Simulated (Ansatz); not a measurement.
**Run report: C3H10O3Si, molecular dynamics (part 4 of 4)**

Continued. System: C3H10O3Si. Method: RKS PBE0-D4/STO-3G (Ansatz 0.2.0). It belongs to a series of runs on one base structure; here: dynamics from the start.

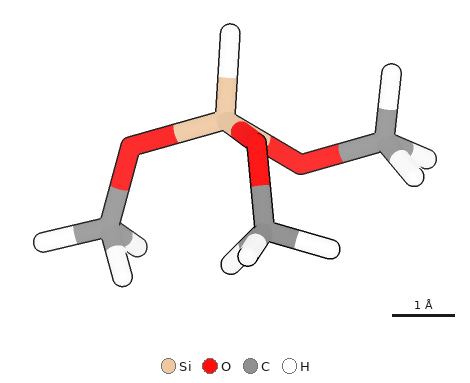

The geometry at step 192 of the log (stick view, seen at an oblique angle).

Trajectory as extended XYZ, continued
```
17
Properties=species:S:1:pos:R:3:forces:R:3 step=135 time_fs=67.5 energy=-17065.59498 temperature=522.0
Si   -0.1418   -0.1455    0.0369    0.4886  -0.1139   1.2729
O     0.2469   -0.3935    1.6957    1.6084  -0.2384  -2.1967
C    -0.9685   -0.2228    2.3728   -3.4288  -0.2075  -1.5220
H    -1.6387   -1.1615    2.2762    0.6690   1.5610   0.6387
H    -0.6235   -0.0798    3.3416   -0.0105   0.1509   3.5823
H    -1.6362    0.6999    2.1213    1.1792  -1.4020   0.0534
O     1.1743   -0.2648   -0.9678    0.1189  -0.1354  -1.2258
C     2.1218   -1.3117   -0.7018    0.7857   0.6352   2.2591
H     1.7499   -2.3518   -0.5418   -0.2701   0.2896  -0.3649
H     2.8565   -1.3322   -1.5390   -0.0337   0.0517   0.4626
H     2.6052   -1.0138    0.3068    0.1901  -0.8753  -1.6053
H    -0.5548    1.1927    0.0229   -0.6002   1.1671  -0.7138
O    -1.4386   -1.1307   -0.3832    0.2806  -1.0188   0.6937
C    -1.2000   -2.5157    0.0862   -0.4272  -0.6491  -2.5420
H    -1.3415   -2.7308    1.1815   -0.5647   0.2717  -0.8243
H    -1.9144   -3.0325   -0.6411    0.4313  -0.3316   1.8822
H    -0.2070   -2.9903   -0.1716   -0.4165   0.8447   0.1499
17
Properties=species:S:1:pos:R:3:forces:R:3 step=144 time_fs=72.0 energy=-17065.41623 temperature=522.1
Si   -0.1309   -0.1554    0.0321    0.0295   1.9373   0.9960
O     0.2155   -0.3675    1.6848    4.1151  -0.9407  -1.7706
C    -0.9645   -0.2276    2.3307   -2.6985   0.7208   4.9542
H    -1.6749   -1.0598    2.2035    0.0123  -0.7340   0.6732
H    -0.7941    0.0000    3.4943   -0.4105  -0.8699  -2.7110
H    -1.5651    0.5859    1.9627   -0.7586   1.7119  -0.2297
O     1.1910   -0.2674   -0.9705    0.0971  -0.5327  -1.2546
C     2.1316   -1.3329   -0.6896   -0.3968  -0.0636   0.5027
H     1.8479   -2.3906   -0.5162   -1.0673   0.0791  -0.6684
H     2.9064   -1.3580   -1.4593    0.3413   0.3038  -0.2907
H     2.5335   -1.0726    0.2645    1.6931   0.2638   1.3892
H    -0.7196    1.1688   -0.0029    0.3898   0.1218  -0.6402
O    -1.4474   -1.0776   -0.3385   -0.1174  -2.3752   0.1424
C    -1.2024   -2.4842    0.0832   -0.7469   1.1423  -0.7799
H    -1.4981   -2.7039    1.1106    0.1274   0.2121   0.6617
H    -1.9017   -2.9960   -0.5269   -1.3401  -1.4673  -0.9733
H    -0.2497   -2.9832   -0.1219    0.7305   0.4905  -0.0010
17
Properties=species:S:1:pos:R:3:forces:R:3 step=154 time_fs=77.0 energy=-17065.54474 temperature=462.9
Si   -0.1279   -0.1549    0.0394   -0.4425   2.3136  -0.4321
O     0.2180   -0.3428    1.6613    2.3058  -0.8150   1.0288
C    -1.0122   -0.2018    2.3129   -3.5217   1.0554  -1.3926
H    -1.6714   -1.0971    2.3305   -0.0431  -0.0235  -1.0124
H    -1.0348   -0.0173    3.3446    1.6119   0.9391   2.7629
H    -1.6024    0.6879    1.8790    0.2653  -1.3569   0.5750
O     1.2165   -0.2671   -0.9847    0.4029  -1.1428   0.2473
C     2.1236   -1.3759   -0.6333    1.9962   0.9677  -0.1008
H     1.7660   -2.4296   -0.6554   -0.6804   0.4133   0.4062
H     2.9244   -1.3951   -1.4367   -0.6358   0.3559   0.7155
H     2.6790   -1.1610    0.3546   -0.9344  -0.5814  -1.2174
H    -0.8008    1.1456   -0.0183    0.7824  -0.0340  -0.6328
O    -1.4638   -1.0676   -0.3036   -0.1341  -1.9354  -0.5526
C    -1.2271   -2.4627    0.0522   -4.0449  -1.0977  -0.0129
H    -1.6165   -2.6855    1.0863    0.9867   0.4074  -0.1779
H    -2.0169   -3.0676   -0.5241    1.6054   0.5666   0.0369
H    -0.2370   -2.9065   -0.0671    0.4804  -0.0321  -0.2412
17
Properties=species:S:1:pos:R:3:forces:R:3 step=163 time_fs=81.5 energy=-17065.75645 temperature=573.4
Si   -0.1495   -0.1395    0.0407    0.6944   0.0546  -1.4274
O     0.2330   -0.3385    1.6412   -0.8153   0.0130   2.3979
C    -1.0891   -0.1666    2.3077    1.7227  -1.3544   3.6430
H    -1.6494   -1.1493    2.3248    0.1251   1.0773  -0.2101
H    -0.9289    0.0822    3.4491    0.1470  -0.5680  -2.3246
H    -1.7170    0.6490    1.9714   -0.5729   0.5470  -0.8680
O     1.2210   -0.2752   -0.9835    0.4857  -1.2036   0.9489
C     2.1458   -1.4090   -0.6033   -1.5978   1.2807  -2.2410
H     1.5958   -2.4129   -0.6251    1.3332   1.1106   0.1366
H     2.9447   -1.2976   -1.3678   -0.4284  -0.9648  -0.3720
H     2.7216   -1.2063    0.2851   -0.1666  -0.1924   1.7644
H    -0.6861    1.1410   -0.0730   -0.3717   1.4734  -0.7152
O    -1.4914   -1.0873   -0.2902   -0.1837   0.0280  -1.1586
C    -1.2601   -2.4573    0.0421    0.3006  -0.1131   1.9095
H    -1.5727   -2.5941    1.1175    0.1640  -0.5672  -0.7007
H    -1.8680   -3.0981   -0.5776   -0.7040  -0.6834  -0.6375
H    -0.2143   -2.8244   -0.0198   -0.1326   0.0624  -0.1451
17
Properties=species:S:1:pos:R:3:forces:R:3 step=173 time_fs=86.5 energy=-17065.78717 temperature=433.1
Si   -0.1732   -0.1394    0.0305    0.8412   2.0150  -1.9634
O     0.2288   -0.3367    1.6463   -2.0243   0.4265   1.1896
C    -1.1241   -0.1445    2.3390    2.2457   1.0557  -1.1042
H    -1.6958   -1.0485    2.3365   -0.8040  -1.2242   0.0065
H    -0.7551    0.0351    3.3192   -0.2071   0.3666   2.0495
H    -1.8197    0.7026    2.0575    1.0521  -0.5732  -0.2522
O     1.2330   -0.2841   -0.9644   -0.0651  -0.4916   0.6114
C     2.1470   -1.4009   -0.6168   -0.0731   2.8800   1.4917
H     1.5788   -2.3194   -0.6080    0.2246  -1.3619  -0.1164
H     2.9376   -1.3446   -1.3801    0.0624  -0.6355  -0.1762
H     2.6640   -1.2315    0.4048   -0.8666  -0.4811  -1.3771
H    -0.6491    1.2293   -0.2972    0.2242  -0.9038   0.2172
O    -1.5065   -1.0951   -0.2843   -0.7822   0.4542  -1.5547
C    -1.2934   -2.4617    0.0566    1.7094  -0.2979  -0.3249
H    -1.6038   -2.5418    1.0861   -0.7383  -1.2990   1.0342
H    -1.7712   -3.1818   -0.6332   -0.6058   0.2455   0.2189
H    -0.2179   -2.7476    0.0461   -0.1931  -0.1754   0.0501
17
Properties=species:S:1:pos:R:3:forces:R:3 step=183 time_fs=91.5 energy=-17065.49134 temperature=640.0
Si   -0.1800   -0.1304   -0.0087    0.3075   1.2788  -0.4542
O     0.1911   -0.3074    1.6451   -1.6700   0.2980   0.4476
C    -1.1015   -0.1197    2.3796    1.7731  -1.0242   3.0629
H    -1.8157   -0.9990    2.4487    1.0908   0.3655  -0.4958
H    -0.7068    0.0343    3.4639   -1.1030  -0.1395  -1.6972
H    -1.7599    0.7273    2.1582    0.2839   0.7257  -0.6507
O     1.2302   -0.3183   -0.9360   -0.4205   0.8815  -0.9233
C     2.1439   -1.3532   -0.6482   -2.4615  -5.1826  -0.2763
H     1.6601   -2.4426   -0.5288    0.4659   2.2586  -0.7478
H     2.9322   -1.5903   -1.3771    0.0920   1.1597  -0.5553
H     2.5637   -1.3115    0.3067    1.8090   0.9928   2.6522
H    -0.7166    1.1773   -0.4091    0.4350  -0.4334   0.2074
O    -1.5106   -1.0949   -0.2852   -1.1731   0.1236  -1.4371
C    -1.2939   -2.4449    0.0660    0.9043  -2.3299   2.0369
H    -1.7766   -2.6923    1.0660    0.9696   0.4702  -0.3572
H    -1.7389   -3.2660   -0.5225   -0.3504   0.7372  -1.3168
H    -0.1925   -2.6978    0.0859   -0.9526  -0.1818   0.5047
17
Properties=species:S:1:pos:R:3:forces:R:3 step=192 time_fs=96.0 energy=-17065.33644 temperature=601.8
Si   -0.1893   -0.1202   -0.0468   -0.1126  -0.7803   2.1191
O     0.1333   -0.2942    1.6707   -0.4723   0.1205  -0.4925
C    -1.0939   -0.0824    2.4555   -0.0655   0.2100  -0.8353
H    -1.7824   -0.9266    2.6077   -0.2649  -0.7285  -1.2971
H    -0.7982    0.0061    3.4872    0.8193   1.2048   1.0960
H    -1.7221    0.7929    2.1254    0.5616  -0.4532   0.4224
O     1.2246   -0.3419   -0.9184   -0.5051   1.0503  -1.3127
C     2.1343   -1.3736   -0.6721    4.0280   1.3137   3.0901
H     1.8230   -2.3489   -0.5734   -2.4539  -3.4783   0.5477
H     2.9500   -1.5658   -1.3878   -0.1871   1.4109  -1.1062
H     2.7540   -1.2190    0.3046   -1.1466   0.0675  -1.3134
H    -0.7977    1.0876   -0.4199    0.1339   1.3450  -0.4060
O    -1.5257   -1.0969   -0.3018   -0.7576  -0.3285  -1.0921
C    -1.2814   -2.4466    0.0911   -0.8153  -1.6472   0.3423
H    -1.8742   -2.7352    0.9800    0.8711   0.7282   1.2265
H    -1.7354   -3.2562   -0.5182    0.5040   0.6989  -1.5912
H    -0.2008   -2.6405    0.1759   -0.1368  -0.7337   0.6025
17
Properties=species:S:1:pos:R:3:forces:R:3 step=202 time_fs=101.0 energy=-17065.70112 temperature=533.5
Si   -0.2197   -0.1249   -0.0841   -0.5637   1.0591   2.9174
O     0.0610   -0.3054    1.7001    1.0625   0.0525  -1.6732
C    -1.1130   -0.0603    2.4992   -0.6782  -0.5170   0.0414
H    -1.8124   -0.9421    2.5675    0.3268   0.3861  -0.2960
H    -0.8462    0.1421    3.5756    0.2196   0.2008  -0.9143
H    -1.6983    0.7786    2.0849   -0.3487   0.3048   0.4310
O     1.2329   -0.3355   -0.9216   -0.9514   0.1351  -0.1541
C     2.1546   -1.4036   -0.6332    0.0219  -1.7849  -2.7564
H     1.7414   -2.5370   -0.5214    0.9709   3.0468  -0.2774
H     2.8692   -1.3337   -1.5587   -1.1865  -0.8480   1.6423
H     2.7750   -1.1215    0.2000    0.6760  -0.2145   1.5141
H    -0.8669    1.1438   -0.4715    0.9155  -0.3356   0.0700
O    -1.5388   -1.1172   -0.3299   -0.6768   0.3080  -1.0204
C    -1.2970   -2.4384    0.1199    0.2837  -1.8151  -0.0457
H    -1.8256   -2.6513    1.0720   -0.3108  -0.1014  -0.1149
H    -1.6382   -3.1971   -0.6584    0.4361   0.6671   0.8456
H    -0.2249   -2.6032    0.3636   -0.1971  -0.5439  -0.2094
17
Properties=species:S:1:pos:R:3:forces:R:3 step=212 time_fs=106.0 energy=-17065.01170 temperature=447.4
Si   -0.2535   -0.1283   -0.0976    0.9306  -1.6221   3.2837
O     0.0195   -0.3330    1.6970    1.4703   0.2194  -1.7625
C    -1.1317   -0.0305    2.5206   -1.1416   1.7886  -3.7669
H    -1.8144   -0.8717    2.4978   -0.7420  -0.9140   0.7952
H    -0.8658    0.2758    3.5269    0.3734   0.0128   0.7249
H    -1.7345    0.8030    2.0062    0.5244  -0.6240   1.3097
O     1.2267   -0.3344   -0.9509   -2.2643   0.3602   1.0503
C     2.1237   -1.4303   -0.6082    1.3854   5.3015   2.1497
H     1.7405   -2.3894   -0.5776   -1.3966  -3.1919   0.3581
H     2.6641   -1.2541   -1.5050    2.5930  -1.1995  -1.0846
H     2.7453   -1.1408    0.3595   -1.1725  -1.1464  -2.1068
H    -0.7650    1.0804   -0.5134   -0.4767   1.9701  -0.5343
O    -1.5711   -1.1447   -0.3782    0.3159   1.2888  -1.0662
C    -1.3392   -2.4466    0.1110    1.4895  -0.5478   1.7611
H    -1.8359   -2.5323    1.0985   -1.1475  -1.0480  -0.6092
H    -1.5118   -3.1444   -0.6923   -1.4448  -1.2919  -0.2559
H    -0.3219   -2.7404    0.4283    0.7035   0.6444  -0.2463
17
Properties=species:S:1:pos:R:3:forces:R:3 step=221 time_fs=110.5 energy=-17065.86281 temperature=881.4
Si   -0.2770   -0.1385   -0.0776    0.6347   1.3877   1.2485
O    -0.0101   -0.3574    1.6751    0.4217   0.5983  -0.5893
C    -1.1627    0.0044    2.5086   -0.9478  -1.7972  -1.1288
H    -1.8836   -0.8763    2.5626    0.7710   0.6871   0.4047
H    -0.9363    0.3406    3.5360    0.7878  -0.4003  -0.0507
H    -1.7825    0.7882    2.1019   -0.5062   1.1621  -0.6496
O     1.2062   -0.3099   -0.9750   -0.6919  -0.7391   1.4910
C     2.0973   -1.4182   -0.5808   -1.9834  -1.4037  -5.3829
H     1.6052   -2.4688   -0.5885    0.6375   1.6799   0.0721
H     2.8247   -1.4077   -1.4723   -0.5337  -0.4034   1.6001
H     2.6219   -1.3140    0.3079    1.5418   0.6657   2.9409
H    -0.6560    1.2260   -0.5143   -0.0500  -0.7949   0.3871
O    -1.5933   -1.1449   -0.4434    0.7403   0.0756  -0.0644
C    -1.3560   -2.4557    0.1223   -0.7055  -1.7261  -0.3627
H    -2.0277   -2.6306    1.0011    0.1124  -0.0475  -0.4793
H    -1.5951   -3.1981   -0.6837   -0.3267   0.1728   0.5662
H    -0.3499   -2.7920    0.4589    0.0981   0.8831  -0.0030
17
Properties=species:S:1:pos:R:3:forces:R:3 step=231 time_fs=115.5 energy=-17065.54832 temperature=569.9
Si   -0.2896   -0.1560   -0.0503    0.5637   0.7818  -0.2743
O    -0.0405   -0.3613    1.6315    0.0570   0.3214   0.7570
C    -1.1669    0.0201    2.4736   -1.2009   0.5217   1.8206
H    -1.8298   -0.8410    2.7741    0.0501   0.2096  -1.2419
H    -0.8885    0.3187    3.5409    1.0101   0.0325  -1.4293
H    -1.8346    0.8974    2.1625    0.8228  -1.2006  -0.3048
O     1.1823   -0.2857   -0.9692    0.8257  -1.0148   1.2093
C     2.0513   -1.4291   -0.5917    0.3430   0.1455   1.8488
H     1.4698   -2.3388   -0.6696   -0.3135  -1.1225  -0.1018
H     2.9327   -1.5741   -1.2383   -0.2761   0.6717  -0.6912
H     2.5452   -1.4784    0.4679   -1.3747   0.8295  -1.4974
H    -0.5486    1.2040   -0.4331   -0.6678   0.2106   0.0485
O    -1.6159   -1.1396   -0.5002    0.8760  -1.3068   0.8334
C    -1.3775   -2.4871    0.1228   -2.0224  -0.4850  -1.0028
H    -2.1912   -2.7601    0.8501    1.0516   1.1872   0.9163
H    -1.7537   -3.2413   -0.6154    1.5589   0.2172  -0.5701
H    -0.3335   -2.7015    0.5098   -1.3036   0.0008  -0.3204
17
Properties=species:S:1:pos:R:3:forces:R:3 step=240 time_fs=120.0 energy=-17065.79929 temperature=872.6
Si   -0.3010   -0.1775   -0.0218    0.4281   0.5848  -2.5327
O    -0.0507   -0.3411    1.5954   -0.4235  -0.3223   2.3321
C    -1.1889    0.0393    2.4656    1.1575  -1.3082  -0.1868
H    -1.8558   -0.8092    2.8140    0.4779   0.5767  -0.9602
H    -0.6869    0.3692    3.3603    0.3903   0.4020   1.2619
H    -1.7833    0.8982    2.1545   -0.5674   0.2629  -0.7145
O     1.1665   -0.2807   -0.9638    0.5480  -0.8353   1.1138
C     2.0023   -1.4455   -0.5866   -2.2015  -1.1486  -0.7609
H     1.3533   -2.3693   -0.7193    1.0898   0.4483   0.0146
H     2.9141   -1.5873   -1.1952   -0.3082   0.5594  -0.4508
H     2.3445   -1.4770    0.4438    0.1327   0.3995   1.0185
H    -0.6159    1.1345   -0.4190   -0.7155   1.0511  -0.1305
O    -1.6136   -1.1378   -0.5260    0.5483  -2.0770   0.8226
C    -1.4073   -2.5272    0.1000   -2.0351   3.2080  -1.2223
H    -2.2036   -2.6764    0.8360    0.1473   0.1188   0.9387
H    -1.6849   -3.2342   -0.6629    0.6800  -1.0306  -1.0019
H    -0.4163   -2.6116    0.5173    0.6512  -0.8894   0.4584
17
Properties=species:S:1:pos:R:3:forces:R:3 step=250 time_fs=125.0 energy=-17065.28426 temperature=667.6
Si   -0.3058   -0.1872    0.0054   -1.6686   3.2925  -4.8485
O    -0.0256   -0.3051    1.5842   -0.3718  -1.3859   3.0638
C    -1.1742    0.0373    2.4553    1.6535   2.5441  -0.4353
H    -1.9458   -0.6929    2.7965    0.9327  -0.5916  -0.3233
H    -0.5090    0.4278    3.2756   -1.8024  -0.2036   0.5314
H    -1.7888    0.9109    2.0388    0.8461  -0.8665   0.4301
O     1.1531   -0.3215   -0.9568   -1.6543   1.3804   0.1790
C     1.9119   -1.4567   -0.5761    0.7046  -0.8230   1.6084
H     1.3263   -2.3848   -0.7216    0.2597  -0.4385   0.1471
H     2.8311   -1.5599   -1.2145   -0.4439   0.3554   0.5526
H     2.1815   -1.3645    0.5395    0.2399  -0.6609  -1.4285
H    -0.9015    1.2107   -0.3168    1.1010  -1.8285   0.3332
O    -1.6127   -1.1440   -0.5394    0.3645  -2.1076   0.6707
C    -1.4633   -2.5364    0.0546   -0.3221   1.3471  -0.2713
H    -2.2251   -2.6105    0.9534    1.3751  -0.6430  -2.2084
H    -1.5058   -3.3182   -0.7958   -0.8375   1.0006   1.5867
H    -0.4342   -2.6405    0.4612   -0.3766  -0.3710   0.4120
```

The run was set up as follows.

The input
```yaml
crystal:
  periodic: [false, false, false]
  atoms:
    - { symbol: Si, position_ang: [-0.268487, -0.022661, 0.029049] }
    - { symbol: O, position_ang: [0.197859, -0.400811, 1.631096] }
    - { symbol: C, position_ang: [-0.846578, -0.040012, 2.568119] }
    - { symbol: H, position_ang: [-1.801961, -0.579577, 2.396301] }
    - { symbol: H, position_ang: [-0.495365, -0.306326, 3.581964] }
    - { symbol: H, position_ang: [-1.078946, 1.046043, 2.572361] }
    - { symbol: O, position_ang: [1.146929, -0.153468, -0.902291] }
    - { symbol: C, position_ang: [1.967296, -1.290127, -0.52806] }
    - { symbol: H, position_ang: [1.601981, -2.245604, -0.958862] }
    - { symbol: H, position_ang: [2.982109, -1.116886, -0.93153] }
    - { symbol: H, position_ang: [2.059768, -1.428693, 0.568185] }
    - { symbol: H, position_ang: [-0.772381, 1.318031, -0.162465] }
    - { symbol: O, position_ang: [-1.561306, -1.024175, -0.446437] }
    - { symbol: C, position_ang: [-1.303205, -2.43041, -0.20817] }
    - { symbol: H, position_ang: [-0.817873, -2.637689, 0.768018] }
    - { symbol: H, position_ang: [-2.274037, -2.959845, -0.215595] }
    - { symbol: H, position_ang: [-0.673804, -2.891292, -0.997683] }
basis:
  gaussian: { orbitals: STO-3G }
hamiltonian:
  xc: pbe0
  dispersion: d4
md:
  timestep: 0.5
  n_steps: 250
  ensemble: nvt_langevin
  temperature: 700.0
  initial_velocities: maxwell_boltzmann
  seed: 728186
  friction: 0.05
```

Launched with:
```bash
ansatz run input.yaml --threads 1 --pin off --max-ram 2048MiB --backend cpu --events-out ev --progress --plain --runs-dir out
```

Key numbers

```tsv
quantity	value
outcome	finished
mean temperature over the second half	600 K
trajectory	250 steps, 125 fs
ensemble	nvt_langevin
temperature in the input	700.0 K
time step	0.5 fs
potential energy (last step)	−17065.2843 eV
mean-field energy (last step)	−17064.9594 eV
largest force (length of the vector) (last step)	6.094 eV/Å
hardware	1 thread of Arm Neoverse V2, 24 GiB of memory available, shared host
wall time	16 min
peak memory	0.14 GiB
```

Remarks

So short a trajectory is not equilibrated. The logged temperature at the start can lie below the typed one, since it is counted over all degrees of freedom.
